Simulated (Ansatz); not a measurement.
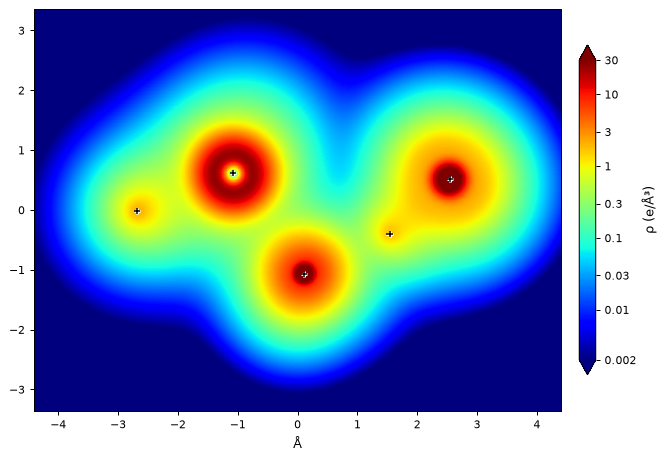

The electron density on a plane through atoms (crosses mark nuclei in the plane).

These are results of Ansatz 0.2.0, RKS PBE/def2-SVP, not measurements.

Candidates:
A. Cl₄H₂OW···HF
B. H₄OSn···HCl

Which system is this?

Candidate B: H₄OSn···HCl on the plane of atoms H5, Sn1 and O6, which holds Sn, Cl, H and O. O6···H8 (1.58 Å): the density falls to about 0.44 e/Å³ on the way. Sn–O (2.06 Å): the density is about 0.61 e/Å³ at the midpoint.
